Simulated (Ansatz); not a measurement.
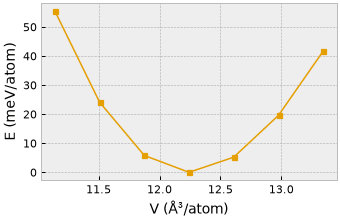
Figure: Ni (simple cubic, Pm-3m) under volume change, the program Ansatz at the r²SCAN level (PAW), scaled uniformly.

### Question
What does a third-order Birch–Murnaghan fit give for V₀, B₀ and B′?

### Answer
V₀ = 12.25 Å³/atom, B₀ = 154 GPa, B′ = 3.5.

The cell is a constructed one: a structure type filled with these elements; neither database checked (COD, Materials Project) lists it. It is not the phase usual at ambient conditions (space group No. 225). The cell was relaxed with r²SCAN under the symmetry of its start; its stability against distortions is not shown here. The final state is ferromagnetic, chosen from 3 collinear starts compared on coarse meshes (ties went to the first, and starts can fall back to one state), not a proven ground state. Other orbital occupations within this spin state were not tried.

Potentials: the later of the program's two PAW sets.
